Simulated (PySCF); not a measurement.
## Electronic structure of SbSe (doublet) in real space

```xyz
2

Sb    0.0000    0.0000   -0.9364
Se    0.0000    0.0000    1.4166
```

Core potentials replace the inner electrons of Sb.

Computed with PBE0/def2-SVP, non-relativistic Hamiltonian with scalar-relativistic core potentials where named, at a bond length of 2.353 Å in PySCF 2.14.0.

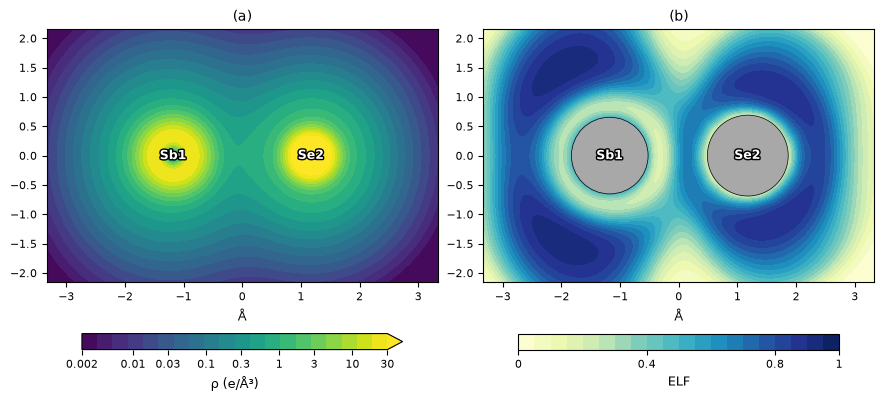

Figure 1. (a) electron density; (b) ELF on a plane that holds the molecular axis. Grey discs cover the atomic cores in the ELF map.

> Read the bonding off the picture.

The section cuts through Sb and Se sites.
Sb–Se (2.35 Å): the density is about 0.67 e/Å³ at the midpoint; the ELF peaks at about 0.65 in the valence shell of Se, 1.1 Å from its nucleus, and drops to about 0.20 between the two atoms.
The ELF also peaks beside Se2, away from the bonds: non-bonding electrons, paired or unpaired.

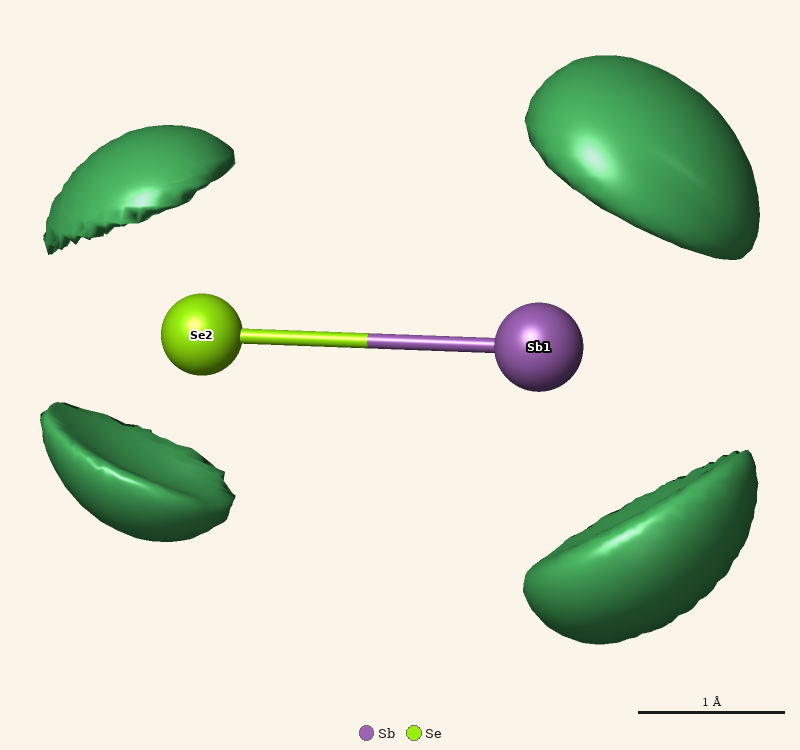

Figure 2. Isosurface of the electron localisation function at 0.85 (green), seen from one side. Only the valence region is drawn (cores and ρ < 0.01 e/Å³ removed).

> Describe the localisation domains.

The ELF exceeds this value in two lobes on Sb, pointing away from the bonds (non-bonding electrons) and two lobes on Se, pointing away from the bonds (non-bonding electrons, which may merge into one lobe).

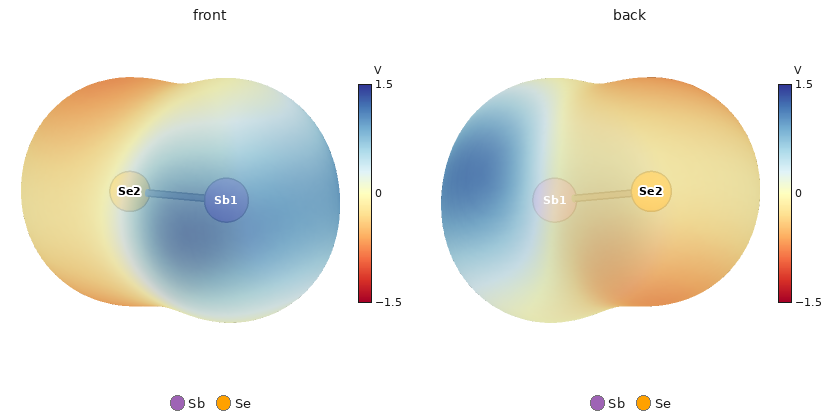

Figure 3. The electrostatic potential painted on the density surface at 0.001 e/bohr³, seen from the front and from behind; red is negative and blue positive.

> Where is the surface potential most negative and most positive?

The most negative region (about −0.7 V, or −16 kcal/mol for a unit charge) lies over Se2, the most positive (about +1.2 V, or +28 kcal/mol for a unit charge) over Sb1.
